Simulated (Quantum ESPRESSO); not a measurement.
## MnPSe3: parallel and opposed starts

A self-consistent run ends on one state, which hangs on the start. Several orders of MnPSe3 are started in Quantum ESPRESSO and their energies compared.

Method: LDA; plane waves with GBRV 1.5 LDA potentials, no spin-orbit coupling, in Quantum ESPRESSO 7.5.

**Measured values to reproduce.**

“Magnetic exchange interactions in the van der Waals layered antiferromagnet MnPSe3” (2020, arxiv:2010.08394) reports for MnPSe3, rhombohedral van der Waals layered, by neutron powder diffraction, magnetic refinement (powder annealed from the elements at 730 C): moment (ordered moment per Mn2+) 3.83 ± 0.03 μB [refined ordered moment, well below the 5 muB spin-only value; in-plane direction …].

### Step 1. Set-up

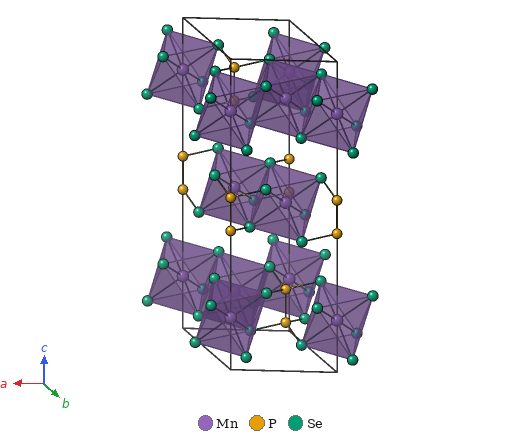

The starting structure, seen from a free direction (manganese purple, phosphorus orange, selenium teal). This picture shows the conventional cell, with its axes. Some periodic images of atoms are drawn too.

The cell comes from Materials Project 2023-11-01, a database of computed structures, and need not be the stable phase.

### Step 2. Start 1: ferro ++

The signs are those of the starting moments on the seeded atoms, the atoms that are given a moment.

pw.in

```
&CONTROL
  calculation = 'scf'
  prefix = 'pwscf'
  outdir = './tmp'
  pseudo_dir = './pseudo'
  disk_io = 'nowf'
/
&SYSTEM
  ibrav = 0
  nat = 10
  ntyp = 3
  ecutwfc = 40
  ecutrho = 280
  nbnd = 56
  occupations = 'smearing'
  smearing = 'fd'
  degauss = 0.00367493
  nspin = 2
  starting_magnetization(1) = 0.3
  starting_magnetization(2) = 0
  starting_magnetization(3) = 0
/
&ELECTRONS
  conv_thr = 2d-08
  electron_maxstep = 150
  mixing_beta = 0.3
/
ATOMIC_SPECIES
Mn     54.9380 mn_lda_v1.5.uspp.F.UPF
P      30.9738 p_lda_v1.5.uspp.F.UPF
Se     78.9710 se_lda_v1.uspp.F.UPF
CELL_PARAMETERS angstrom
   3.1997804373    1.8473940968    6.9054975756
  -3.1997804373    1.8473940968    6.9054975756
   0.0000000000   -3.6947881936    6.9054975756
ATOMIC_POSITIONS crystal
Mn      0.8323828600    0.8323828600    0.8323828600
Mn      0.1676171400    0.1676171400    0.1676171400
P       0.5535793900    0.5535793900    0.5535793900
P       0.4464206100    0.4464206100    0.4464206100
Se      0.4151439300    0.7494138000    0.0889330100
Se      0.0889330100    0.4151439300    0.7494138000
Se      0.7494138000    0.0889330100    0.4151439300
Se      0.5848560700    0.2505862000    0.9110669900
Se      0.9110669900    0.5848560700    0.2505862000
Se      0.2505862000    0.9110669900    0.5848560700
K_POINTS automatic
4 4 4 0 0 0
```

The run is started by

```console
> OMP_NUM_THREADS=1 mpirun -n 4 pw.x -nk 4 -in pw.in > pw.out
```

Output:

```text
Program PWSCF v.7.5 starts

     Message from routine setup:
     using ibrav=0 with symmetry is DISCOURAGED, use correct ibrav instead

     K-points division:     npool     =       4
     Subspace diagonalization in iterative solution of the eigenvalue problem:

     G-vector sticks info
     --------------------
     sticks:   dense  smooth     PW     G-vecs:    dense   smooth      PW
     Sum        3655    2079    593               130893    56513    8723

     Using Slab Decomposition

     bravais-lattice index     =            0
     lattice parameter (alat)  =      14.8000  a.u.
     unit-cell volume          =    1652.8086 (a.u.)^3
     number of atoms/cell      =           10
     number of atomic types    =            3
     number of electrons       =        76.00
     number of Kohn-Sham states=           56
     kinetic-energy cutoff     =      40.0000  Ry
     charge density cutoff     =     280.0000  Ry
     scf convergence threshold =      2.0E-08
     mixing beta               =       0.3000
     number of iterations used =            8  plain     mixing
     Exchange-correlation= SLA  PZ   NOGX NOGC
                           (   1   1   0   0   0   0   0)

     celldm(1)=  14.799989  celldm(2)=   0.000000  celldm(3)=   0.000000
     celldm(4)=   0.000000  celldm(5)=   0.000000  celldm(6)=   0.000000

     crystal axes: (cart. coord. in units of alat)
               a(1) = (   0.408562   0.235883   0.881724 )
               a(2) = (  -0.408562   0.235883   0.881724 )
               a(3) = (   0.000000  -0.471766   0.881724 )

     reciprocal axes: (cart. coord. in units 2 pi/alat)
               b(1) = (  1.223805  0.706564  0.378047 )
               b(2) = ( -1.223805  0.706564  0.378047 )
               b(3) = (  0.000000 -1.413129  0.378047 )

     PseudoPot. # 1 for Mn read from file:
     mn_lda_v1.5.uspp.F.UPF
     Pseudo is Ultrasoft + core correction, Zval = 15.0
     Generated by new atomic code, or converted to UPF format
     Using radial grid of  859 points,  6 beta functions with:
                l(1) =   0
                l(2) =   0
                l(3) =   1
                l(4) =   1
                l(5) =   2
                l(6) =   2
     Q(r) pseudized with  8 coefficients,  rinner =    0.950   0.950   0.950
                                                       0.950   0.950

     PseudoPot. # 2 for P  read from file:
     p_lda_v1.5.uspp.F.UPF
     Pseudo is Ultrasoft + core correction, Zval =  5.0
     Generated by new atomic code, or converted to UPF format
     Using radial grid of  903 points,  6 beta functions with:
                l(1) =   0
                l(2) =   0
                l(3) =   1
                l(4) =   1
                l(5) =   2
                l(6) =   2
     Q(r) pseudized with  8 coefficients,  rinner =    1.300   1.300   1.300
                                                       1.300   1.300

     PseudoPot. # 3 for Se read from file:
     se_lda_v1.uspp.F.UPF
     Pseudo is Ultrasoft + core correction, Zval =  6.0
     Generated by new atomic code, or converted to UPF format
     Using radial grid of  877 points,  6 beta functions with:
                l(1) =   0
                l(2) =   0
                l(3) =   1
                l(4) =   1
                l(5) =   2
                l(6) =   2
     Q(r) pseudized with  8 coefficients,  rinner =    1.300   1.300   1.300
                                                       1.300   1.300

     atomic species   valence    mass     pseudopotential
     Mn               15.00    54.93800     Mn( 1.00)
     P                 5.00    30.97380     P ( 1.00)
     Se                6.00    78.97100     Se( 1.00)

     Starting magnetic structure
     atomic species   magnetization
     Mn              0.300
     P               0.000
     Se              0.000

      6 Sym. Ops., with inversion, found

   Cartesian axes

     site n.     atom                  positions (alat units)
         1        Mn     tau(   1) = (   0.0000000   0.0000000   2.2017948  )
         2        Mn     tau(   2) = (   0.0000000  -0.0000000   0.4433759  )
         3        P      tau(   3) = (  -0.0000000  -0.0000000   1.4643120  )
         4        P      tau(   4) = (   0.0000000   0.0000000   1.1808587  )
         5        Se     tau(   5) = (  -0.1365699   0.2327440   1.1052323  )
         6        Se     tau(   6) = (  -0.1332773  -0.2346450   1.1052323  )
         7        Se     tau(   7) = (   0.2698472   0.0019010   1.1052323  )
         8        Se     tau(   8) = (   0.1365699  -0.2327440   1.5399384  )
         9        Se     tau(   9) = (   0.1332773   0.2346450   1.5399384  )
        10        Se     tau(  10) = (  -0.2698472  -0.0019010   1.5399384  )

     number of k points=    14  Fermi-Dirac smearing, width (Ry)=  0.0037
                       cart. coord. in units 2pi/alat
        k(    1) = (   0.0000000   0.0000000   0.0000000), wk =   0.0156250
        k(    2) = (   0.0000000  -0.3532822   0.0945119), wk =   0.0937500
        k(    3) = (   0.0000000   0.7065644  -0.1890237), wk =   0.0468750
        k(    4) = (  -0.3059513  -0.1766411   0.1890237), wk =   0.0937500
        k(    5) = (  -0.3059513   0.8832054  -0.0945119), wk =   0.0937500
        [... 9 further k-points ...]

     Dense  grid:   130893 G-vectors     FFT dimensions: (  80,  80,  80)

     Smooth grid:    56513 G-vectors     FFT dimensions: (  60,  60,  60)

     Check: negative core charge=   -0.000012
     Generating pointlists ...
     new r_m :   0.1440 (alat units)  2.1318 (a.u.) for type    1
     new r_m :   0.1156 (alat units)  1.7109 (a.u.) for type    2
     new r_m :   0.1156 (alat units)  1.7109 (a.u.) for type    3

     Initial potential from superposition of free atoms

     starting charge      74.9992, renormalised to      76.0000
     Starting wfcs are   58 randomized atomic wfcs

     Self-consistent Calculation

     iteration #  1     ecut=    40.00 Ry     beta= 0.30
     Davidson diagonalization with overlap
     ethr =  1.00E-02,  avg # of iterations =  4.6

     Threshold (ethr) on eigenvalues was too large:
     Diagonalizing with lowered threshold

     Davidson diagonalization with overlap
     ethr =  4.40E-04,  avg # of iterations =  2.9

     total energy              =    -712.64918939 Ry
     estimated scf accuracy    <       0.35174517 Ry

     total magnetization       =     9.66 Bohr mag/cell
     absolute magnetization    =     9.66 Bohr mag/cell

     iteration #  2     ecut=    40.00 Ry     beta= 0.30
     Davidson diagonalization with overlap
     ethr =  4.63E-04,  avg # of iterations =  3.3

     total energy              =    -712.68367857 Ry
     estimated scf accuracy    <       0.07075096 Ry

     total magnetization       =     9.53 Bohr mag/cell
     absolute magnetization    =     9.53 Bohr mag/cell

     iteration #  3     ecut=    40.00 Ry     beta= 0.30
     Davidson diagonalization with overlap
     ethr =  9.31E-05,  avg # of iterations =  5.6

     total energy              =    -712.68896850 Ry
     estimated scf accuracy    <       0.02674132 Ry

     total magnetization       =     9.72 Bohr mag/cell
     absolute magnetization    =     9.72 Bohr mag/cell

     [... further iterations left out ...]

     iteration #  9     ecut=    40.00 Ry     beta= 0.30
     Davidson diagonalization with overlap
     ethr =  6.19E-09,  avg # of iterations =  6.5

     total energy              =    -712.69206358 Ry
     estimated scf accuracy    <       0.00000036 Ry

     total magnetization       =     9.70 Bohr mag/cell
     absolute magnetization    =     9.70 Bohr mag/cell

     iteration # 10     ecut=    40.00 Ry     beta= 0.30
     Davidson diagonalization with overlap
     ethr =  4.77E-10,  avg # of iterations =  7.1

     total energy              =    -712.69206395 Ry
     estimated scf accuracy    <       0.00000011 Ry

     total magnetization       =     9.70 Bohr mag/cell
     absolute magnetization    =     9.70 Bohr mag/cell

     iteration # 11     ecut=    40.00 Ry     beta= 0.30
     Davidson diagonalization with overlap
     ethr =  1.50E-10,  avg # of iterations =  4.3

     total energy              =    -712.69206399 Ry
     estimated scf accuracy    <       0.00000006 Ry

     total magnetization       =     9.70 Bohr mag/cell
     absolute magnetization    =     9.70 Bohr mag/cell

     iteration # 12     ecut=    40.00 Ry     beta= 0.30
     Davidson diagonalization with overlap
     ethr =  8.55E-11,  avg # of iterations =  2.2

     Magnetic moment per site  (integrated on atomic sphere of radius R)
     atom   1 (R=0.144)  charge= 13.4061  magn=  4.2073
     atom   2 (R=0.144)  charge= 13.4061  magn=  4.2073
     atom   3 (R=0.116)  charge=  2.4392  magn=  0.0300
     atom   4 (R=0.116)  charge=  2.4392  magn=  0.0300
     atom   5 (R=0.116)  charge=  2.8573  magn=  0.0444
     atom   6 (R=0.116)  charge=  2.8573  magn=  0.0444
     atom   7 (R=0.116)  charge=  2.8573  magn=  0.0444
     atom   8 (R=0.116)  charge=  2.8573  magn=  0.0444
     atom   9 (R=0.116)  charge=  2.8573  magn=  0.0444
     atom  10 (R=0.116)  charge=  2.8573  magn=  0.0444

     End of self-consistent calculation

     [... lines left out ...]
     the Fermi energy is     5.8204 ev

!    total energy              =    -712.69206401 Ry
     estimated scf accuracy    <          3.3E-09 Ry
     smearing contrib. (-TS)   =      -0.00249748 Ry
     internal energy E=F+TS    =    -712.68956653 Ry

     The total energy is F=E-TS. E is the sum of the following terms:
     one-electron contribution =    -420.73237692 Ry
     hartree contribution      =     235.88287312 Ry
     xc contribution           =    -240.20462644 Ry
     ewald contribution        =    -287.63543628 Ry

     total magnetization       =     9.70 Bohr mag/cell
     absolute magnetization    =     9.70 Bohr mag/cell

     convergence has been achieved in  12 iterations

=------------------------------------------------------------------------------=
   JOB DONE.
=------------------------------------------------------------------------------=
```

Wall time 2.2 min (4 MPI ranks of Arm Neoverse V1, shared host); peak memory 1.2 GiB.

Spin moment in the atom's sphere by atom:

| atom | spin moment in the atom's sphere (μB) |
| --- | --- |
| Mn1 | 4.21 |
| Mn2 | 4.21 |
| P3 | 0.03 |
| P4 | 0.03 |
| Se5 | 0.04 |
| Se6 | 0.04 |
| Se7 | 0.04 |
| Se8 | 0.04 |
| Se9 | 0.04 |
| Se10 | 0.04 |

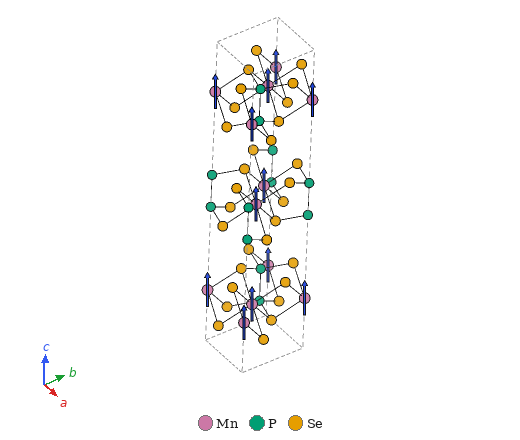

Spin moment in the atom's sphere as arrows, the longest 4.21 μB. Up and down stand for the sign. Arrows give size and sign along the axis of quantisation, drawn up and down the page. Some periodic images of atoms are drawn too.

Read from the output:

| Property | Result |
| --- | --- |
| smearing term TS | 0.03398 eV |
| magnetization | 9.704 μB |
| absolute magnetization | 9.704 μB |
| final state | ferromagnetic |

[end of part 1 of 2]

[Logs and program files are shortened in this print: banners, set-up blocks, solver, clock and traceback lines can be left out without a mark of their own.]

[Logs are printed without paths, hosts, clocks, repeated set-up lines and the standing remarks that a program may print on its own settings, such as how far it seeks lower states.]

[Hosts, paths, dates, database ids (printed as entryN), source tags and the programs' standing remarks are cut or masked in the printed files.]

[Where a cell is said to come from a database of computed structures, the database is the Materials Project.]
